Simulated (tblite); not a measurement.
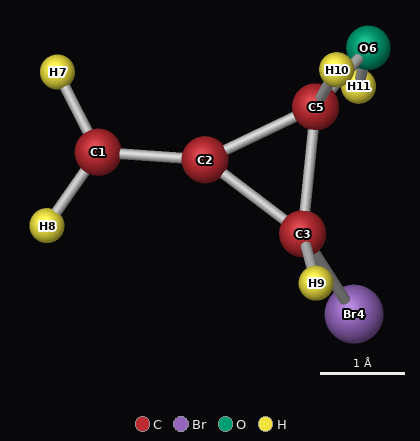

Fig. 1: The starting structure (ball-and-stick view, seen on its broad side; atoms are numbered from 1 in the order of the input). Bond lengths as drawn: Br–C 1.94 Å, C–C 1.31 to 1.52 Å, C–H 1.08 to 1.09 Å, C–O 1.38 Å and H–O 0.97 Å.

**Molecular dynamics of C4H5BrO**

C4H5BrO, computed with GFN2-xTB Langevin dynamics, gas phase (tblite 0.8.0).

Input file
```
{"job": {"dt": 1.5, "steps": 8000, "equilibration": 400, "friction": 0.005, "h_mass": 4.0, "temperature": 600, "xc": "GFN2-xTB", "basis": "xTB", "kind": "md"}, "charge": 0, "multiplicity": 1}
C     -1.434530    -1.077506     0.312922
C     -0.329979    -0.375248     0.303963
C      1.096222    -0.336531    -0.044808
Br     1.577520    -0.499710    -1.919752
C      0.364023     0.919599     0.408760
O      0.102910     1.977696    -0.439238
H     -2.373027    -0.639996     0.611569
H     -1.445762    -2.119425     0.033871
H      1.849133    -0.794062     0.581141
H      0.620962     1.305160     1.390369
H     -0.005775     1.650704    -1.342651
```

The first line tells a small driver script what to run in tblite; the rest is the geometry in Å.

Hardware: 1 CPU thread, shared host.

Launched with:
```bash
OMP_NUM_THREADS=1 python <driver script> task.json out
```

The program's output
```
t/fs     T/K   E - E0/eV
     0.0    939.5     0.0000
   525.0    557.4     0.6449
  1050.0    687.2     0.7943
  1575.0    510.8     1.1516
  2100.0    911.4     0.7341
  2625.0    374.9     0.4174
  3150.0    605.9     0.5729
  3675.0    603.6     0.5029
  4200.0    805.7     0.7159
  4725.0    760.0     0.7360
  5250.0    387.8     0.6186
  5775.0    697.2     0.6743
  6300.0    555.6     0.4072
  6825.0    386.2     0.3860
  7350.0    737.8     0.5214
  7875.0    508.3     0.9074
  8400.0    782.5     0.8687
  8925.0    612.1     0.7556
  9450.0    517.3     0.7034
  9975.0    558.1     0.9728
 10500.0    575.1     0.5739
 11025.0    415.8     0.5881
 11550.0    409.0     0.5013
 12075.0    643.3     0.7707
 12600.0    661.5     0.9394
```

Trajectory as extended XYZ (Å, eV, eV/Å), 9 of the 25 frames kept, from step=0 to step=8400
```
11
Properties=species:S:1:pos:R:3:forces:R:3 step=0 time_fs=0.0 energy=-522.01744 temperature=939.5
C    -1.4345   -1.0775    0.3129   -0.0020  -0.0010   0.0000
C    -0.3300   -0.3752    0.3040    0.0020   0.0030   0.0010
C     1.0962   -0.3365   -0.0448    0.0000   0.0020   0.0000
Br    1.5775   -0.4997   -1.9198    0.0000   0.0000  -0.0010
C     0.3640    0.9196    0.4088   -0.0030   0.0000   0.0000
O     0.1029    1.9777   -0.4392    0.0000  -0.0010  -0.0030
H    -2.3730   -0.6400    0.6116    0.0010   0.0010   0.0000
H    -1.4458   -2.1194    0.0339    0.0000  -0.0010   0.0000
H     1.8491   -0.7941    0.5811    0.0010  -0.0010   0.0010
H     0.6210    1.3052    1.3904    0.0000  -0.0020   0.0000
H    -0.0058    1.6507   -1.3427    0.0010   0.0000   0.0030
11
Properties=species:S:1:pos:R:3:forces:R:3 step=1050 time_fs=1575.0 energy=-520.86584 temperature=510.8
C    -3.7744   -0.2079   -1.6476    3.4030  -1.5510   1.0810
C    -2.5526   -0.2320   -1.0703    1.4520   0.5330   1.1920
C    -1.1460   -0.7197   -0.7682    0.0100   0.5640  -1.1360
Br    0.3932   -0.4554   -2.1097   -0.9140   0.1740   0.5670
C    -1.6433    0.3756    0.0971   -2.3720   1.4720   0.7830
O    -1.1723    1.7391    0.3568   -0.5650  -1.6000  -2.7700
H    -4.4301    0.3704   -1.1065   -1.5930   1.3670   0.3450
H    -4.1367   -0.9633   -2.3275    0.2510   0.2770  -0.1740
H    -0.8273   -1.6217   -0.2786   -0.5340  -0.4910  -0.0910
H    -2.1011    0.0867    1.1135    1.0220   0.0640  -1.3370
H    -1.0122    2.1943   -0.5334   -0.1610  -0.8100   1.5390
11
Properties=species:S:1:pos:R:3:forces:R:3 step=2100 time_fs=3150.0 energy=-521.44455 temperature=605.9
C    -3.8566   -1.4676    0.7309    1.0680   0.2180  -1.0300
C    -2.8225   -1.9323    1.3808   -0.5250  -0.6130  -0.2570
C    -1.4209   -1.8028    1.4408    2.2670   0.4620  -0.4670
Br   -0.5824   -0.0219    1.0022   -0.3130  -0.4570   0.4770
C    -2.2046   -2.2917    2.6818   -0.6570   4.0470  -1.0370
O    -2.4633   -1.4105    3.7393   -0.2640  -0.2970  -0.2230
H    -4.7948   -1.7229    1.0346   -2.3790  -0.3270   0.8540
H    -3.8143   -0.9516   -0.2291    0.3880  -0.1950   0.3930
H    -0.7301   -2.5274    0.9964   -0.4080   0.1390   0.1540
H    -1.8452   -3.1814    2.9954    0.4330  -2.6910   0.9810
H    -3.0511   -0.6966    3.4298    0.3870  -0.2850   0.1560
11
Properties=species:S:1:pos:R:3:forces:R:3 step=3150 time_fs=4725.0 energy=-521.28148 temperature=760.0
C    -1.0922    0.4935    0.3059   -2.9770   1.9400   0.0560
C    -1.6996   -0.2920    1.1596    0.0260  -2.8630   0.3630
C    -1.4753   -1.5696    1.9980   -0.7680   2.7350  -0.0890
Br   -0.3625   -1.3382    3.5379    0.2400  -0.2430   0.0890
C    -2.8188   -0.7963    2.0427    1.2660  -1.6740  -3.6480
O    -3.1290    0.0474    3.0011   -0.8110   1.9070   1.6270
H    -1.6898    1.3944   -0.1384    1.0890  -1.5640   0.7380
H    -0.0790    0.4859    0.0914    1.3920  -0.2700  -0.3810
H    -1.4971   -2.5270    1.5453    0.2890  -0.5520  -0.1790
H    -3.6441   -1.3919    1.5369    0.5670   0.8230   0.5980
H    -2.9367    0.9317    2.6282   -0.3130  -0.2390   0.8260
11
Properties=species:S:1:pos:R:3:forces:R:3 step=4200 time_fs=6300.0 energy=-521.61025 temperature=555.6
C    -1.2450    3.3911   -0.8401    0.9190  -2.7390  -0.7480
C    -1.9403    2.5582   -0.1242   -1.6380  -0.8220   2.2880
C    -2.2638    1.2466    0.5248    0.1260   1.7130   0.1180
Br   -1.0975    0.4907    1.8782    0.0190   0.0540  -0.2190
C    -3.0773    2.4793    0.9310    1.4610   0.7920  -1.7020
O    -2.9652    3.1990    2.1157    0.1150  -1.1440  -0.4700
H    -1.4509    4.3898   -0.8495   -0.3950   2.1650  -0.1470
H    -0.5097    2.9622   -1.5261    0.0880   0.4960   0.2630
H    -2.7627    0.5210   -0.0612   -0.2620  -0.7910  -0.3070
H    -4.0270    2.5898    0.4434   -0.5760  -0.0990   0.2730
H    -2.2425    2.7222    2.5403    0.1440   0.3760   0.6490
11
Properties=species:S:1:pos:R:3:forces:R:3 step=5250 time_fs=7875.0 energy=-521.11001 temperature=508.3
C    -1.0404    5.6238    3.3290    1.4540   2.6270   2.1650
C    -1.7332    4.5407    3.1422    0.9710  -1.5970  -2.5000
C    -1.7321    3.3569    2.1438    0.5440   0.8470   0.6510
Br   -0.0401    2.3920    1.7919   -0.3350   0.4520   0.1330
C    -2.3114    3.2721    3.5626   -1.1670  -1.6600  -0.9560
O    -1.7555    2.3605    4.4711   -0.0040   1.0870  -0.2880
H    -1.1314    6.0680    4.3618   -0.1460  -0.4030  -0.7570
H    -0.2560    6.3336    2.8286   -1.8480  -2.0440  -0.1210
H    -2.3691    3.2286    1.2725    0.1170   0.3260   0.3050
H    -3.4129    3.0814    3.3423    1.0920   0.4190   1.3410
H    -0.7761    2.4116    4.4032   -0.6780  -0.0530   0.0280
11
Properties=species:S:1:pos:R:3:forces:R:3 step=6300 time_fs=9450.0 energy=-521.31407 temperature=517.3
C    -5.7453    3.1519    4.6297   -3.0660   1.5550   0.3410
C    -4.5910    2.6520    4.6484    5.1050  -1.8980   0.0780
C    -3.1953    2.7265    4.1100   -1.1830  -0.3070   3.2150
Br   -1.9757    4.1461    4.7497   -0.4680  -0.4270  -0.3310
C    -3.5956    1.5907    5.1625   -0.3240   4.2120   0.3690
O    -3.1509    1.7303    6.5153   -0.3430  -0.4430  -1.5070
H    -6.4288    2.7869    5.3291   -1.2950  -0.9590   0.8640
H    -6.1986    3.9930    4.1341    0.7790   0.2790  -0.4890
H    -3.1991    2.5630    3.1004    0.8800  -0.5470  -2.1530
H    -3.6237    0.6142    4.7959   -0.0360  -1.1900  -0.0790
H    -3.0896    2.6665    6.7673   -0.0490  -0.2760  -0.3080
11
Properties=species:S:1:pos:R:3:forces:R:3 step=7350 time_fs=11025.0 energy=-521.42933 temperature=415.8
C    -5.4986    5.7303    6.3801    0.0710  -0.4230  -0.3460
C    -4.4921    5.4528    5.5954   -0.8530  -0.3500  -0.4160
C    -3.0811    5.3297    5.2593    1.0710   0.8630   0.8940
Br   -2.2324    4.4419    6.7641    0.6620   0.1850  -0.1620
C    -4.0713    4.4988    4.5863   -1.0720  -1.4780  -3.4180
O    -4.0456    3.0849    4.6818    0.2030   1.3850  -0.9860
H    -6.4499    5.2409    6.2517   -0.0340   0.0890  -0.0260
H    -5.3806    6.4013    7.1753   -0.0860   0.8330   0.8450
H    -2.5355    6.0136    4.6229    0.3960   0.1710   0.7050
H    -4.2376    4.8603    3.4587    0.1790  -1.0220   2.0450
H    -4.5355    2.7965    5.4323   -0.5370  -0.2530   0.8620
11
Properties=species:S:1:pos:R:3:forces:R:3 step=8400 time_fs=12600.0 energy=-521.07803 temperature=661.5
C    -4.7482    6.1857    6.4235    3.0910   0.3970  -1.4430
C    -4.2109    6.2553    5.1684   -2.6790  -0.2140   0.8050
C    -3.0780    5.9593    4.2848   -2.5480  -1.1840   0.4690
Br   -2.1994    4.2825    4.5876    0.1830  -0.4900  -0.0250
C    -4.5320    5.9995    3.7106   -0.2440  -1.8180   0.2870
O    -5.1518    4.6979    3.3170    2.7920   1.0300   2.1710
H    -5.7377    6.2985    6.8556    0.3280  -0.1570  -0.9300
H    -3.9134    6.1471    7.1617   -0.9170   0.0190  -0.0830
H    -2.4349    6.5878    3.8043    1.5650   1.8840  -0.4890
H    -4.8014    6.8219    3.0078    0.2470  -0.9480   0.6220
H    -4.5311    4.0092    3.8168   -1.8180   1.4800  -1.3840
```

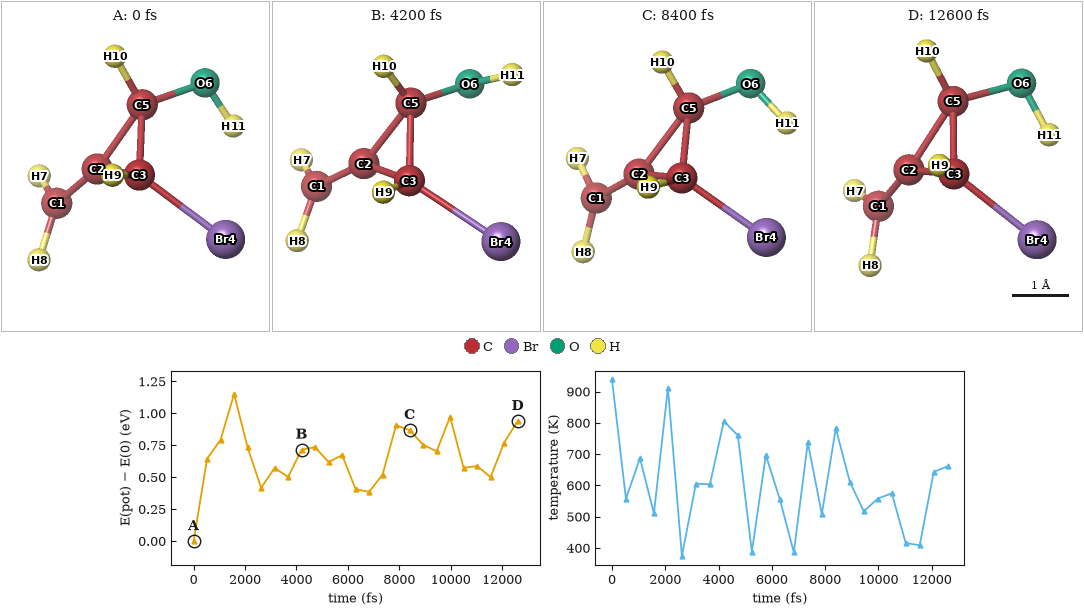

Fig. 2: Frames of the molecular dynamics (ball-and-stick, seen at a tilt) above the curves, on which the letters mark them. The trajectory kept here has 25 frames over 12600 fs. The temperature starts at 940 K, ranges from 375 to 940 K and averages 566 K over the second half. The potential energy ends 0.939 eV above its first value. After an unweighted best fit of the last frame on the first, the root-mean-square displacement is 0.17 Å.

Key numbers

- outcome: finished
- mean temperature over the second half: 566 K
- trajectory: 25 frames kept, 12600 fs
- wall time: 60 s
- peak memory: 0.49 GiB
